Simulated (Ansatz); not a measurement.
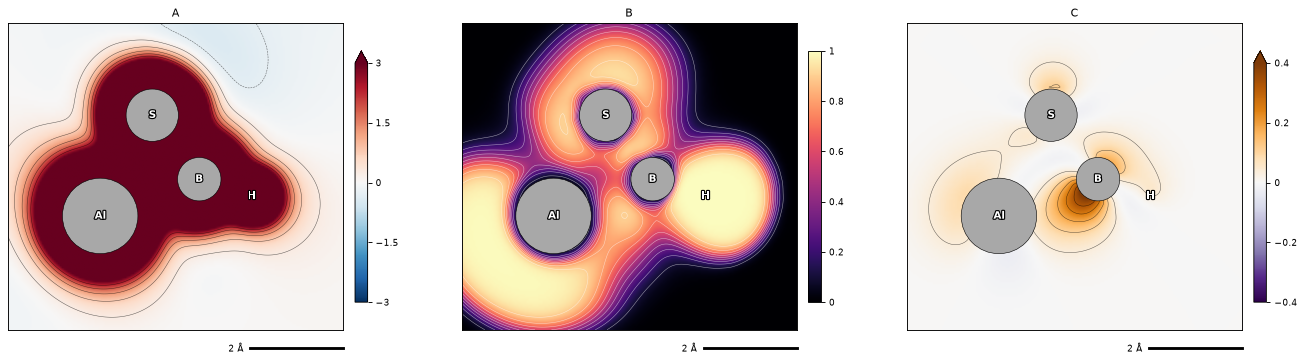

AlBHS (doublet): 3 fields on the molecular plane, with unlabelled colour scales. Grey discs cover the atomic cores.

Geometry: B3LYP-D4/def2-TZVP.

Level of theory: Ansatz, isolated molecule in a Gaussian basis; Kohn-Sham density functional theory, functional PBE0.

```csv
atom,x (Å),y (Å),z (Å)
Al,0.7864,0.1022,-0.5881
B,1.8999,1.7055,0.5705
S,1.7938,2.2743,-1.0329
H,2.3003,1.9609,1.6519
```

Match the panels to the quantities (electron localisation function, electrostatic potential and spin density).

Answer. Panel A: electrostatic potential (strongly positive close to the atoms and fading to about zero outside). Panel B: electron localisation function. Panel C: spin density (confined to the atoms that carry the unpaired spin). From the grid: B–S (1.70 Å): the ELF peaks at about 0.90 between the atoms (a covalent bond). Al–B (2.27 Å): the ELF peaks at about 0.75 in the valence shell of B, 0.9 Å from its nucleus, and is about 0.65 at the midpoint.
